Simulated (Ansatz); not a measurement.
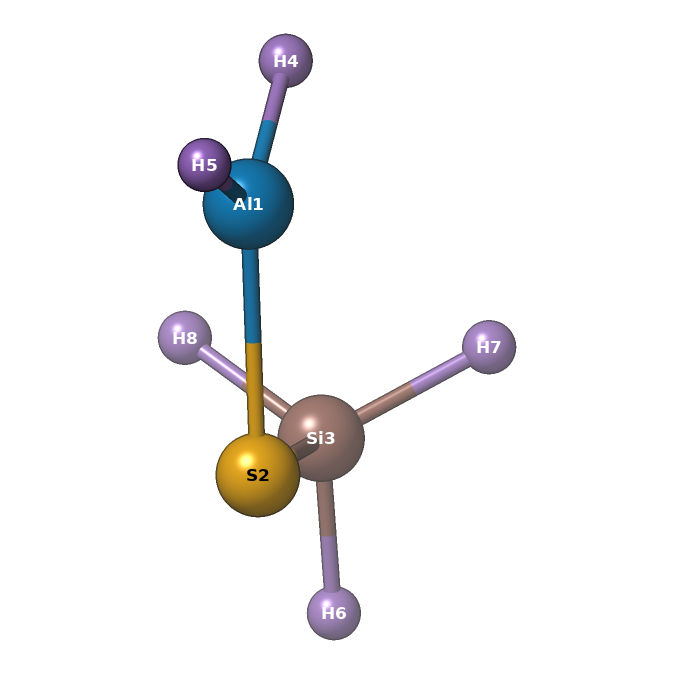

Si3 lies behind S2. The molecule seen a little off the S2–Si3 bond, S2 in front. Atoms fade into the background with distance from the viewer. The geometry was computed by an optimisation with PBE0-D4/def2-TZVP.

Question: What is the torsion angle Al1–S2–Si3–H6? The sign is positive where the front bond must turn clockwise to cover the back bond.

Answer: 180°, antiperiplanar (anti).
